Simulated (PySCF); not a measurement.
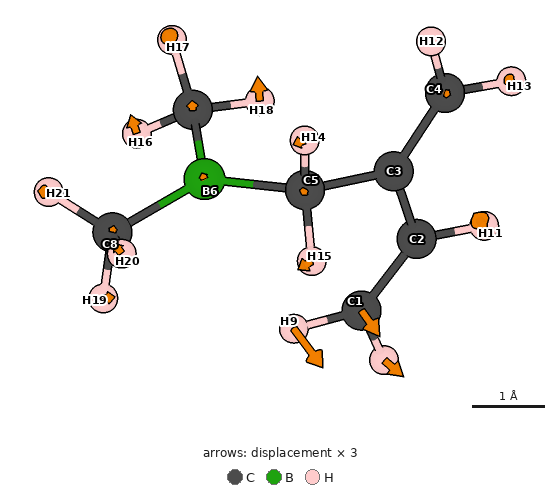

This is a relaxation of C7H13B. The starting structure is drawn; orange arrows show the displacements, magnified 3 times. The two geometries are superimposed by the best rigid fit.

A ball-and-stick model, seen at a tilt.

The start comes from GFN2-xTB. Its atoms were then displaced at random by about 0.01 Å.

Computed with PBE0-D3(BJ)/def2-SVP geometry optimisation, gas phase (PySCF). 

What happened in the run?

Answer. The energy falls by 4.88 kcal/mol in 10 geometry steps. The largest move after the best rigid fit is that of an H atom, 0.26 Å. By element the largest moves are H 0.26 Å, C 0.16 Å, B 0.04 Å. Among the contacts that change: C–H 1.057 → 1.101 Å, C–H 1.076 → 1.109 Å, C–C 1.318 → 1.346 Å, C–H 1.116 → 1.093 Å. Among the angles between lasting bonds that change: B–C–H 107.2° → 103.5°, B–C–H 108.6° → 105.4°, C–C–H 108.4° → 111.1°. The run took 2.6 min on 1 thread of Arm Neoverse V1 (shared host).
